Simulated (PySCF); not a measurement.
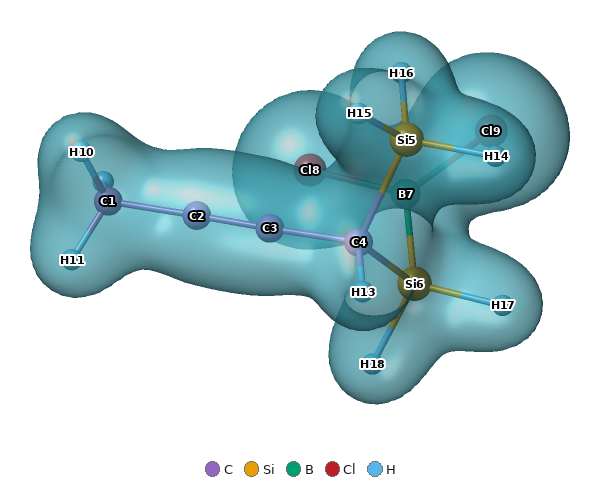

The picture shows: C4H9BCl2Si2 (SMILES CC#C[C@H]([SiH3])[SiH2]B(Cl)Cl). Isosurface of the total electron density at 0.2 e/Å³ (cyan), seen from one side.

Geometry: GFN2-xTB.

Theory: PySCF 2.14.0, PBE0/pcSseg-1, SCF density, gas phase, non-relativistic.

```xyz
18

C    -2.1430   -2.4784    0.3100
C    -1.4216   -1.2326    0.4689
C    -0.8286   -0.1999    0.6190
C    -0.0831    1.0269    0.7643
Si   -0.4109    2.1569   -0.7444
Si    1.7722    0.5843    1.0243
B     2.3945   -0.3570   -0.6076
Cl    1.8645   -1.9497   -0.9801
Cl    3.4055    0.4104   -1.7737
H    -3.0357   -2.3246   -0.2969
H    -2.4420   -2.8669    1.2839
H    -1.5058   -3.2141   -0.1815
H    -0.4358    1.5384    1.6645
H     0.3148    3.4129   -0.5473
H    -1.8485    2.4116   -0.8547
H     0.0558    1.4816   -1.9582
H     2.4877    1.8385    1.3044
H     1.8514   -0.2319    2.2467
```

What does this surface tell about the bonding?

Answer. At this value the surface is in one piece. It bridges the sampled C–C (1.20 Å), B–Cl (1.72 Å), C–Si (1.91 Å) and Si–B (1.98 Å) contacts, where the density stays above the isovalue. On the grid the lowest density along these lines, outside the cores, is 2.7 e/Å³ (C–C, 1.20 Å), 1.1 e/Å³ (B–Cl, 1.72 Å), 0.73 e/Å³ (C–Si, 1.91 Å) and 0.75 e/Å³ (Si–B, 1.98 Å).
